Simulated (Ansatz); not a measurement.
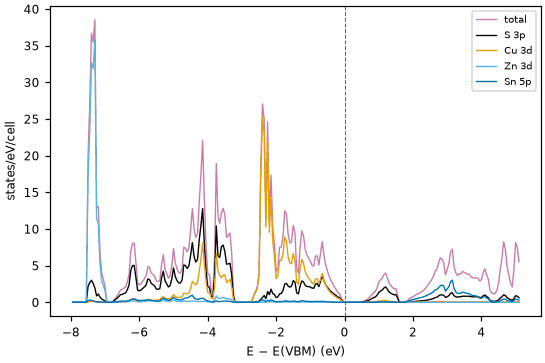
Fig. 1. Total and projected density of states of ZnCu2SnS4 in space group I-4 (No. 82; Pearson symbol tI16), the program Ansatz at the LDA level (PAW)

Q: Which orbitals carry the states next to the gap?

A: Top 1 eV of the valence band: Cu 3d 48 %, S 3p 44 %. Bottom 1 eV of the conduction band: S 3p 50 %, Sn 5s 28 %, Cu 3d 6 %, S 3s 6 %. Projections are on Löwdin-orthogonalised atomic valence shells; empty p or d shells of many metals are not among them.

Q: Where is the tallest occupied peak in this window, and what makes it?

A: Near -7.3 eV, about 39 states/eV per cell; the largest projected share is Zn 3d.

The cell was relaxed with LDA under the symmetry of its start. No spin polarisation was allowed. Spin–orbit coupling is left out wherever it is not named.

Potentials: the later of the program's two PAW sets.
